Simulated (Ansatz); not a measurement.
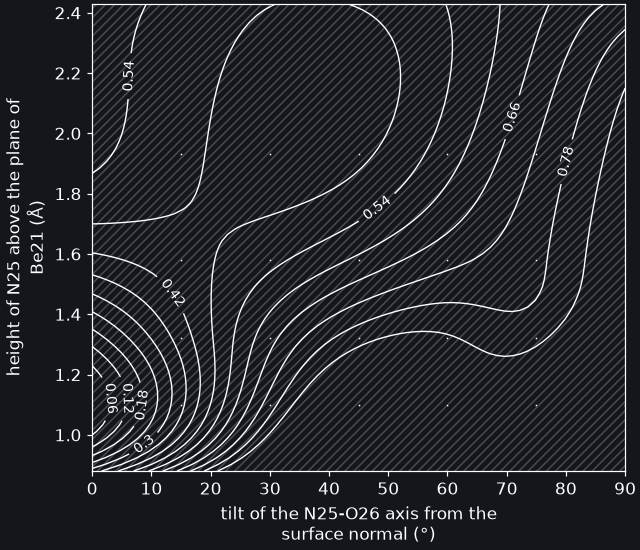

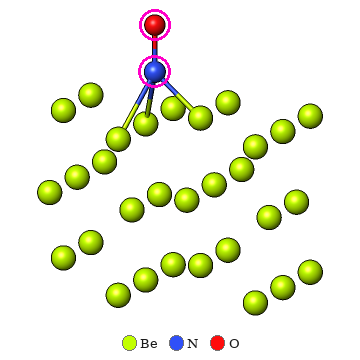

Energy landscape of NO on a Be(100) slab cut from the P6_3/mmc phase, its upper half relaxed before the scan (24 atoms of substrate and one adsorbate in a 2 × 2 cell). NO stands on one site of a rigid substrate while its tilt and height are varied at a fixed bond length; it sits over a hollow site, heights counted from the top plane, tilted towards the diagonal of the 1 × 1 surface cell. First axis: tilt of the N25-O26 axis from the surface normal. Second axis: height of N25 above the plane of Be21. The grid has 7 × 6 points. At 1 point there is no value (left out of the scan, as a rule where atoms come close). Points are written as (first, second). Energies: eV, counted from the lowest grid point. Method: Ansatz 0.2.0, DFT PBE, scalar-relativistic, plane waves, PAW. Settings: cutoff 420 eV, k-mesh 6×4×1, gaussian smearing 0.1 eV, spin-polarised.

The picture shows contour lines labelled in eV (none above 0.84), dots at the grid points, hatched blanks where no value was computed. Between grid points the surface is interpolated. The second picture is the structure at the lowest point; rings mark the moved atoms.

What does the map say about the system?

The lowest grid point is at (0°, 1.10 Å). It lies on the edge of the map, which is a mirror line here (the upright molecule). There is a further well near (30°, 1.93 Å) (0.45 eV above the lowest at that grid point). The highest grid point, (90°, 1.10 Å), lies 2.72 eV above the lowest.

The whole map (41 points run) took 23 min on 4 threads of Intel(R) Xeon(R) 6975P-C (Granite Rapids), on a shared host.
